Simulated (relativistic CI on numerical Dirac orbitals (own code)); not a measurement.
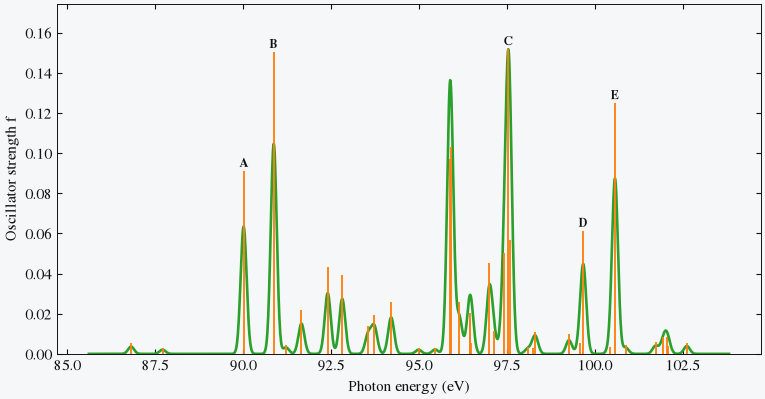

The plot shows absorption lines from the lowest level (oscillator strengths f) for Ge⁸⁺ (germanium, Z = 32). Method of calculation: relativistic CI on Dirac orbitals, KLI exchange-only orbitals, Breit term, model QED, unscaled Slater integrals (radial Dirac CI code). The envelope is a Gaussian of full width 0.2 eV, scaled to the tallest stick.

Levels without a good LS label are named by their open jj subshells in square brackets.

> Assign the lettered lines.

A: 3p⁶ 3d⁵ 4p ⁵P°₃ ← 3p⁶ 3d⁶ ⁵D₄, 90.01 eV, f = 0.091; B: 3p⁵ 3d⁷ [(3p₃/₂)³ (3d₅/₂)³] J = 5 ← 3p⁶ 3d⁶ ⁵D₄, 90.87 eV, f = 0.15; C: 3p⁶ 3d⁵ 4p J = 4 (odd, mixed, level 181) ← 3p⁶ 3d⁶ ⁵D₄, 97.54 eV, f = 0.15; D: 3p⁵ 3d⁷ J = 3 (odd, mixed, level 219) ← 3p⁶ 3d⁶ ⁵D₄, 99.68 eV, f = 0.061; E: 3p⁶ 3d⁵ 4p J = 4 (odd, mixed, level 236) ← 3p⁶ 3d⁶ ⁵D₄, 100.6 eV, f = 0.12. The strongest, C, lies in the extreme ultraviolet region.

Known limits: configurations can be misplaced by up to about 7 % of their energy; only a limited list of configurations is included, so lower levels can be missing; only lines among the lowest 400 of 9910 levels are drawn, so those from 3p⁶ 3d⁵ 4d are incomplete.
